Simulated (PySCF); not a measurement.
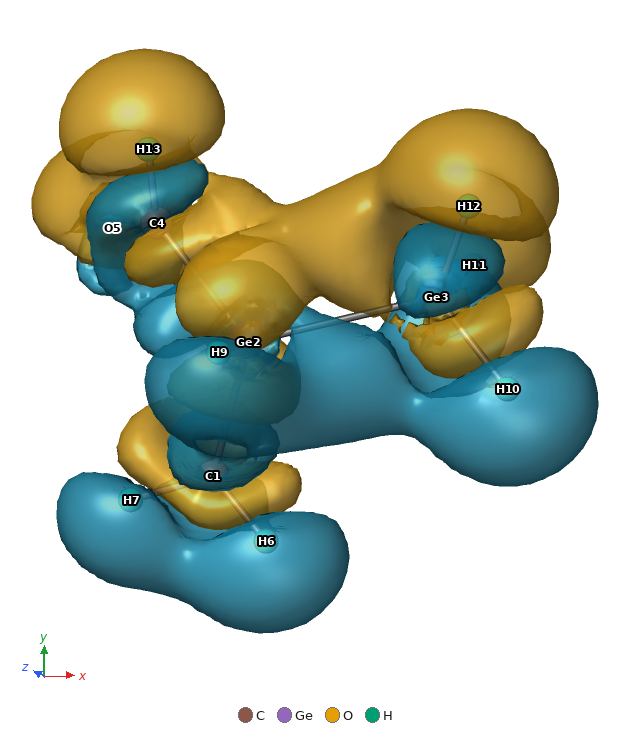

*C2H8Ge2O, SMILES `[CH3][GeH]([GeH3])[CH]=O`. Change of the electron density in a uniform field of 0.26 V/Å, surfaces at ±0.001 e/Å³ (yellow: gain, teal: loss).*

Computed with PySCF, B3LYP/def2-SVP, geometry: GFN2-xTB. No frequency check shows the geometry to be a minimum. A basis without diffuse functions makes polarisabilities too small. GFN2-xTB bond lengths at metals and heavier atoms can be off by up to 0.1 Å and shapes distorted, which carries into these values.

> Along which Cartesian direction does the field point?

Along −y: electrons gather on the +y side, against the field.

> How large is the response?

The induced dipole is 1.03 D (along the field); α along this axis, from the fields in both directions, is 81 bohr³ (12.0 Å³).

> Which atoms gain and lose the most charge?

Electrons gather most on H13 (Hirshfeld charge changes by −0.012 e) and leave H10 most (+0.011 e); 0.092 electrons are displaced in all.
